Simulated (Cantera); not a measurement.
Feed: 1 mol Si2Cl6, 0.15 mol NH3, 76 mol N2, equilibrated at 0.00540 bar.

These are equilibrium values from Cantera (NASA tables, ideal gas, pure condensed phases), not measurements of a reactor. Candidate condensed phases: NH4Cl, Si, Si3N4; 28 gas species. The feed counts by its element totals alone. The tables' values for SiCl3 are old estimates; treat these amounts as uncertain. Rates play no part.

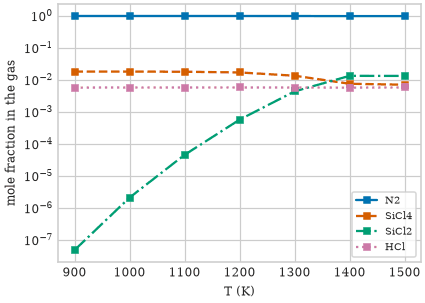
*Equilibrium gas composition (values under 1e-9 drawn at 1e-9)*

Read off the mole fractions at 1400 K.

N2 about 0.97, SiCl2 about 0.013, SiCl4 about 0.0075, HCl about 0.0057.
